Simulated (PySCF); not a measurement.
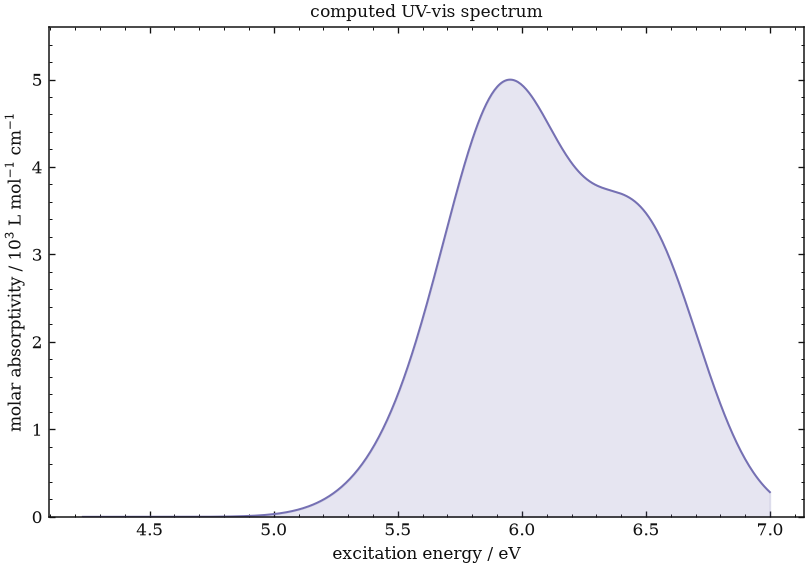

Computed absorption of C₆H₁₁PS, SMILES C=C(C)[P@H](=S)C1CC1. Vertical TDDFT excitations, CAM-B3LYP/def2-SVPD (IEF-PCM cyclohexane) in PySCF 2.14.0, at a PBE0-D3(BJ)/def2-SVP geometry (no frequency check). Only the first 6 singlet excitations are included; each is broadened by a Gaussian of 1/e half-width 0.33 eV.

Where is the maximum of the broadened curve, and how high is it?

At about 6.0 eV (208 nm), with ε near 5000 L mol⁻¹ cm⁻¹.

Does any vertical transition fall in the visible?

No singlet lies below 3.1 eV (beyond 400 nm), so at this level no vertical transition falls in the visible.

Where is the lowest singlet, and is it bright?

S1 lies at 5.43 eV (228 nm) with f = 0.001, mainly HOMO → LUMO (56 %); it is dark or nearly so.

Caveats: one conformer of a flexible molecule; core orbitals are frozen in the response.
